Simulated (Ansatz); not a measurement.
# AlBH6N2Si: the cost of one run

Program: Ansatz 0.2.0. Level of theory: RKS B3LYP/def2-SVP. These are calculated values, not measurements.

**1. The starting structure**

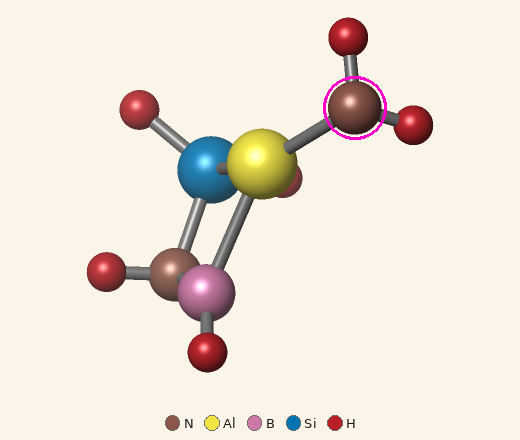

The starting structure, seen from a free direction (nitrogen brown, aluminium yellow, boron pink, silicon blue, hydrogen red). Ringed: N1.

Coordinates:

```xyz
11

N    -0.2854    1.8837    1.8489
Al   -0.3956    0.6223    0.4412
B    -1.1342   -1.3546    0.1482
N    -0.0475   -1.6362   -1.0065
Si    0.9480   -0.2314   -1.1452
H     0.3881    1.6216    2.5176
H     0.0529    2.8127    1.4127
H    -1.8986   -1.9705    0.7007
H    -0.6887   -1.6642   -1.8351
H     0.8368    0.4105   -2.4266
H     2.2897   -0.5509   -0.6354
```

**2. Relaxing end A**

Input file input.yaml:

```yaml
crystal:
  periodic: [false, false, false]
  atoms:
    - { symbol: "N", position_ang: [-0.2854, 1.8837, 1.8489] }
    - { symbol: Al, position_ang: [-0.3956, 0.6223, 0.4412] }
    - { symbol: B, position_ang: [-1.1342, -1.3546, 0.1482] }
    - { symbol: "N", position_ang: [-0.0475, -1.6362, -1.0065] }
    - { symbol: Si, position_ang: [0.948, -0.2314, -1.1452] }
    - { symbol: H, position_ang: [0.3881, 1.6216, 2.5176] }
    - { symbol: H, position_ang: [0.0529, 2.8127, 1.4127] }
    - { symbol: H, position_ang: [-1.8986, -1.9705, 0.7007] }
    - { symbol: H, position_ang: [-0.6887, -1.6642, -1.8351] }
    - { symbol: H, position_ang: [0.8368, 0.4105, -2.4266] }
    - { symbol: H, position_ang: [2.2897, -0.5509, -0.6354] }
basis:
  gaussian: { orbitals: def2-SVP }
hamiltonian:
  xc: b3lyp
relax:
  f_tol: 0.015
  max_steps: 40
```

On the command line:

```
ansatz run input.yaml --threads 2 --pin off --max-ram 3072MiB --backend cpu --events-out ev --progress --plain --runs-dir out
```

What time and memory should one allow on 2 threads of Arm Neoverse V1, shared host?

About 47 s, with a peak of 0.23 GiB.
